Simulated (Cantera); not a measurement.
Charge: 1 mol Si, 0.33 mol H2, equilibrated at 12.0 bar.

These are equilibrium values from Cantera (NASA tables, ideal gas, pure condensed phases), not measurements of a reactor. Candidate condensed phases: Si; 9 gas species. Gases not in the tables: Si2H6 and higher silanes. Rates play no part.

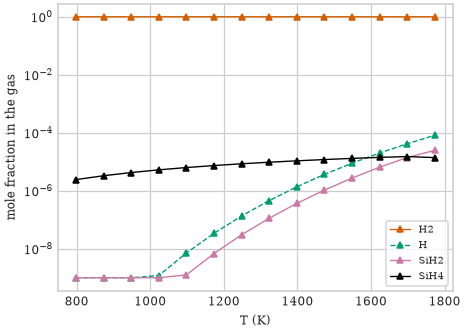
*Equilibrium gas composition (values under 1e-9 drawn at 1e-9)*

From 798 K to 1623 K the condensed part is Si(s). From 1698 K to 1773 K the condensed part is Si(l). The main Si-bearing gas is SiH4 at 798 K and SiH2 at 1773 K.
